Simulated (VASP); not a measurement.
Band structure of ZrC (relaxed from the wurtzite structure, space group P6_3mc). Level of theory: PBE GGA, VASP's PBE PAW potentials (set 64) (plane waves; VASP).

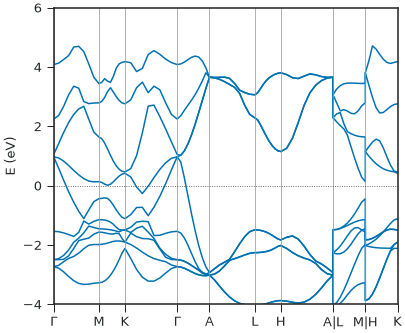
*Bands along high-symmetry lines, zero at the valence-band maximum or, without a gap, the Fermi level*

Task: Read the plot: is there a gap, and where are the band edges?

Result: It has no gap at this level: it comes out as a metal or semimetal. (Edges off the drawn lines would not show.)

The structure was generated: ZrC was put into the wurtzite type (P6_3mc), which need not be its known phase. It was relaxed first, which changed the volume by -37 %.
